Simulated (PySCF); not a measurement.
# One shape, several levels: C3H3NO (SMILES C=C(O)C#N)

Wanted: a comparison of 5 runs (HF/STO-3G, B3LYP/6-31G*, PBE0/def2-SVP, PBE0/def2-TZVP) of C3H3NO. The job is set up through a Python script.

The results are computed with PySCF 2.14.0.

## Step 1: The molecule

The species is C3H3NO (8 atoms), meant as a singlet with charge 0. SMILES: `C=C(O)C#N`. The coordinates come from a PBE0-D4/def2-TZVP relaxation. This is one conformer, not always the lowest.

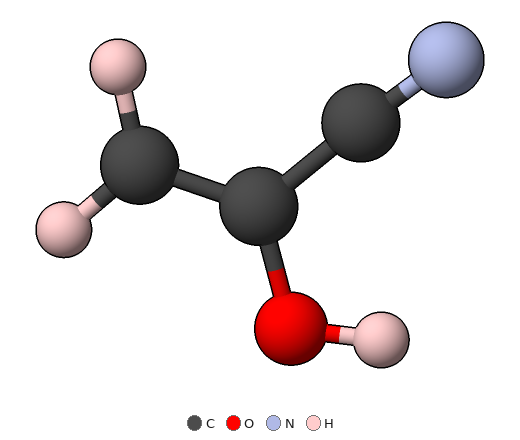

The structure, seen from a chosen angle (carbon dark grey, oxygen red, nitrogen light blue, hydrogen pink).

## Step 2: Energy and forces at HF/STO-3G (run 1)

The input, input.py:

```python
from pyscf import gto, scf

mol = gto.M(
    atom='''
C      0.812582     0.614917     2.169973
C      0.001323    -0.347710    -0.003779
O     -0.298010    -2.865959    -0.364339
C     -0.609437     1.237393    -2.112714
N     -1.125143     2.424708    -3.862411
H      1.024043     2.633333     2.376142
H      1.264605    -0.613405     3.740713
H     -0.895919    -3.190992    -2.048841
''',
    basis='sto-3g',
    verbose=3,
    charge=0,
    unit='bohr',
    max_memory=1860,
)

hf = scf.RHF(mol)
hf.conv_tol = 1e-10
hf.kernel()
if not hf.converged:
    hf = hf.newton().run(hf.mo_coeff, hf.mo_occ)

etot = hf.e_tot
print('E = %.10f Eh' % etot)
grad = hf.nuc_grad_method().kernel()
dip = hf.dip_moment()
pop, q = hf.mulliken_pop()
```

Started as:

```console
$ OMP_NUM_THREADS=1 python input.py
```

The log of the run:

```text
converged SCF energy = -241.457883701704
E = -241.4578837017 Eh
--------------- RHF gradients ---------------
         x                y                z
0 C     0.0045057609     0.0080413801     0.0115291214
1 C    -0.0127708566    -0.0297087206    -0.0311703388
2 O    -0.0087923239     0.0495234605    -0.0358950265
3 C     0.0041372551    -0.0130440815     0.0147046758
4 N     0.0035962489    -0.0102627461     0.0126183373
5 H    -0.0008708541     0.0008525489    -0.0027176609
6 H    -0.0001451132    -0.0027288008     0.0001067013
7 H     0.0103398828    -0.0026730405     0.0308241905
----------------------------------------------
Dipole moment(X, Y, Z, Debye):  0.26037, -0.94819,  0.95169
 ** Mulliken pop  **
pop of  0 C 1s            1.99285
pop of  0 C 2s            1.14751
pop of  0 C 2px           1.02127
pop of  0 C 2py           1.00629
pop of  0 C 2pz           0.96552
pop of  1 C 1s            1.99282
pop of  1 C 2s            1.07244
pop of  1 C 2px           1.03675
pop of  1 C 2py           0.79290
pop of  1 C 2pz           0.96435
pop of  2 O 1s            1.99741
pop of  2 O 2s            1.80520
pop of  2 O 2px           1.82822
pop of  2 O 2py           1.27227
pop of  2 O 2pz           1.38406
pop of  3 C 1s            1.99481
pop of  3 C 2s            1.05072
pop of  3 C 2px           0.97028
pop of  3 C 2py           0.97658
pop of  3 C 2pz           0.95481
pop of  4 N 1s            1.99749
pop of  4 N 2s            1.76738
pop of  4 N 2px           1.06589
pop of  4 N 2py           1.11543
pop of  4 N 2pz           1.22725
pop of  5 H 1s            0.91634
pop of  6 H 1s            0.91287
pop of  7 H 1s            0.77029
 ** Mulliken atomic charges  **
charge of    0C =     -0.13344
charge of    1C =      0.14074
charge of    2O =     -0.28716
charge of    3C =      0.05280
charge of    4N =     -0.17345
charge of    5H =      0.08366
charge of    6H =      0.08713
charge of    7H =      0.22971
```

Run time: 2.9 s. Hardware: 1 thread of Intel Xeon at 2.70GHz, shared host; peak memory 0.12 GiB.

## Step 3: Energy and forces at B3LYP/6-31G(d) (spherical functions) (run 2)

The input, calc.py:

```python
# C=C(O)C#N
from pyscf import gto, dft

mol = gto.Mole()
mol.atom = '''
C      0.812582     0.614917     2.169973
C      0.001323    -0.347710    -0.003779
O     -0.298010    -2.865959    -0.364339
C     -0.609437     1.237393    -2.112714
N     -1.125143     2.424708    -3.862411
H      1.024043     2.633333     2.376142
H      1.264605    -0.613405     3.740713
H     -0.895919    -3.190992    -2.048841
'''
mol.charge = 0
mol.max_memory = 1860
mol.unit = 'bohr'
mol.basis = '6-31g*'
mol.verbose = 4
mol.build()

mf = dft.RKS(mol)
mf.xc = 'b3lyp'
mf.grids.level = 5
mf.conv_tol = 1e-10
mf.kernel()
if not mf.converged:
    mf = mf.newton().run(mf.mo_coeff, mf.mo_occ)

e_tot = mf.e_tot
print(f'total energy: {e_tot:.8f} hartree')
grad = mf.nuc_grad_method().kernel()
mf.analyze()
```

Started as:

```console
$ OMP_NUM_THREADS=1 python calc.py
```

The log of the run:

```text
PySCF version 2.14.0

[... 94 lines left out ...]
Nuclear Repulsion Energy =             144.826139896139324
[... 9 lines left out ...]
MO #4   energy= -10.2399770313771  occ= 2
[... 7 lines left out ...]
MO #12  energy= -0.43981710294658  occ= 2
[... 7 lines left out ...]
MO #20  energy= 0.00301814094446096 occ= 0
[... 7 lines left out ...]
MO #28  energy= 0.364282632491922  occ= 0
[... 7 lines left out ...]
MO #36  energy= 0.664532770246896  occ= 0
[... 7 lines left out ...]
MO #44  energy= 0.967859300669123  occ= 0
[... 7 lines left out ...]
MO #52  energy= 1.50451971594575   occ= 0
[... 7 lines left out ...]
MO #60  energy= 1.8569655679073    occ= 0
[... 7 lines left out ...]
MO #68  energy= 2.39497659048871   occ= 0
[... 7 lines left out ...]
MO #76  energy= 3.34360009143584   occ= 0
[... 48 lines left out ...]
pop of  3 C 2py           0.98998
pop of  3 C 2pz           1.00643
pop of  3 C 3px           0.00227
pop of  3 C 3py           0.00848
pop of  3 C 3pz           0.01445
pop of  3 C 3dxy          0.00059
pop of  3 C 3dyz          0.00165
pop of  3 C 3dz^2         0.00169
pop of  3 C 3dxz          0.00150
pop of  3 C 3dx2-y2       0.00061
pop of  4 N 1s            1.99990
pop of  4 N 2s            1.56858
pop of  4 N 3s            0.01510
pop of  4 N 2px           1.09671
pop of  4 N 2py           1.16553
pop of  4 N 2pz           1.31815
pop of  4 N 3px           0.00104
pop of  4 N 3py           0.00125
pop of  4 N 3pz           0.00243
pop of  4 N 3dxy          0.00129
pop of  4 N 3dyz          0.00558
pop of  4 N 3dz^2         0.00383
pop of  4 N 3dxz          0.00251
pop of  4 N 3dx2-y2       0.00125
pop of  5 H 1s            0.85605
pop of  5 H 2s            0.00916
pop of  6 H 1s            0.85691
pop of  6 H 2s            0.00971
pop of  7 H 1s            0.64153
pop of  7 H 2s            0.01638
 ** Mulliken atomic charges  **
charge of    0C =     -0.25496
charge of    1C =      0.19185
charge of    2O =     -0.42758
charge of    3C =      0.06356
charge of    4N =     -0.18314
charge of    5H =      0.13478
charge of    6H =      0.13338
charge of    7H =      0.34209
Dipole moment(X, Y, Z, Debye):  0.34993, -1.41616,  1.30857
```

Wall time 50 s (1 thread of Intel Xeon at 2.70GHz, shared host); peak memory 0.77 GiB.

Runs 3 to 4 aren't shown in full; the table further down has their settings and results.

## Step 4: Energy and gradient at PBE0/def2-TZVP (run 5)

The input, calc.py:

```python
from pyscf import gto, dft

mol = gto.Mole()
mol.atom = '''
C      0.812582     0.614917     2.169973
C      0.001323    -0.347710    -0.003779
O     -0.298010    -2.865959    -0.364339
C     -0.609437     1.237393    -2.112714
N     -1.125143     2.424708    -3.862411
H      1.024043     2.633333     2.376142
H      1.264605    -0.613405     3.740713
H     -0.895919    -3.190992    -2.048841
'''
mol.unit = 'bohr'
mol.max_memory = 1860
mol.basis = 'def2-tzvp'
mol.verbose = 4
mol.build()

calc0 = dft.RKS(mol)
calc0.xc = 'pbe0'
calc0.conv_tol = 1e-10
calc0.grids.level = 5
calc0.kernel()
if not calc0.converged:
    calc0 = calc0.newton().run(calc0.mo_coeff, calc0.mo_occ)

e_tot = calc0.e_tot
print('E(%s) = %.9f' % ('PBE0', e_tot))
grad = calc0.nuc_grad_method().kernel()
calc0.analyze()
```

Started as:

```console
$ OMP_NUM_THREADS=1 python calc.py
```

The log of the run:

```text
PySCF version 2.14.0

[... 96 lines left out ...]
One-electron Energy =                 -619.544908117850810
[... 17 lines left out ...]
MO #13  energy= -0.458331892040255 occ= 2
[... 15 lines left out ...]
MO #29  energy= 0.236104536972334  occ= 0
[... 15 lines left out ...]
MO #45  energy= 0.536372289009847  occ= 0
[... 15 lines left out ...]
MO #61  energy= 1.10588385559674   occ= 0
[... 15 lines left out ...]
MO #77  energy= 1.6434210320604    occ= 0
[... 15 lines left out ...]
MO #93  energy= 2.28477672686645   occ= 0
[... 15 lines left out ...]
MO #109 energy= 2.87027033481885   occ= 0
[... 15 lines left out ...]
MO #125 energy= 3.38802274791829   occ= 0
[... 15 lines left out ...]
MO #141 energy= 4.4105699454698    occ= 0
[... 15 lines left out ...]
MO #157 energy= 5.69390274044285   occ= 0
[... 15 lines left out ...]
MO #173 energy= 43.9182234673047   occ= 0
[... 145 lines left out ...]
pop of  4 N 4dxy          0.00003
pop of  4 N 4dyz          0.00024
pop of  4 N 4dz^2         0.00009
pop of  4 N 4dxz          0.00006
pop of  4 N 4dx2-y2       0.00003
pop of  4 N 4f-3          0.00002
pop of  4 N 4f-2          0.00020
pop of  4 N 4f-1          0.00055
pop of  4 N 4f+0          0.00008
pop of  4 N 4f+1          0.00013
pop of  4 N 4f+2          0.00018
pop of  4 N 4f+3          0.00004
pop of  5 H 1s            0.83823
pop of  5 H 2s            0.00582
pop of  5 H 3s            0.00284
pop of  5 H 2px           0.00028
pop of  5 H 2py           0.00084
pop of  5 H 2pz           0.00010
pop of  6 H 1s            0.84095
pop of  6 H 2s            0.00625
pop of  6 H 3s            0.00287
pop of  6 H 2px           0.00023
pop of  6 H 2py           0.00032
pop of  6 H 2pz           0.00055
pop of  7 H 1s            0.61522
pop of  7 H 2s            0.00902
pop of  7 H 3s            0.00653
pop of  7 H 2px           0.00183
pop of  7 H 2py           0.00093
pop of  7 H 2pz           0.00098
 ** Mulliken atomic charges  **
charge of    0C =     -0.29015
charge of    1C =      0.19379
charge of    2O =     -0.45171
charge of    3C =      0.07857
charge of    4N =     -0.19672
charge of    5H =      0.15190
charge of    6H =      0.14882
charge of    7H =      0.36550
Dipole moment(X, Y, Z, Debye):  0.40682, -1.48403,  1.48879
```

Wall time 2.6 min (1 thread of Intel Xeon at 2.70GHz, shared host); peak memory 2.3 GiB.

## Step 5: All runs side by side

```tsv
run	level	integration grid	Cartesian functions	energy (Eh)	dipole moment (D)	HOMO energy (eV)	LUMO energy (eV)	wall time
1	HF/STO-3G	–	no	-241.457884	1.37	-8.09	6.28	2.9 s
2	B3LYP/6-31G* (spherical functions)	5	no	-246.036834	1.96	-7.05	-1.13	50 s
3	B3LYP/6-31G* (Cartesian functions)	5	yes	-246.042260	1.96	-7.06	-1.13	49 s
4	PBE0/def2-SVP	5	no	-245.581452	1.92	-7.51	-1.17	50 s
5	PBE0/def2-TZVP	5	no	-245.862577	2.14	-7.67	-1.36	2.6 min
```

## Step 6: Results

| quantity | value |
| --- | --- |
| run 5: total energy | -245.86258 Eh |
| run 5: dipole moment | 2.14 D |
| run 5: HOMO energy | -7.67 eV |
| run 5: LUMO energy | -1.36 eV |
| run 5: HOMO–LUMO gap | 6.30 eV |
| run 5: largest force on an atom | 0.015 eV/Å |

What this shows: The dipole moment (its size) runs from 1.37 D (HF/STO-3G) to 2.14 D (PBE0/def2-TZVP). The two ends differ in method and basis. The HOMO–LUMO gap runs from 5.93 eV (B3LYP/6-31G*) to 14.37 eV (HF/STO-3G). Totals of different functionals can't be ranked against each other. In run 1 the basis is minimal, so the values are rough. All runs together took 5.1 min, the longest 2.6 min.
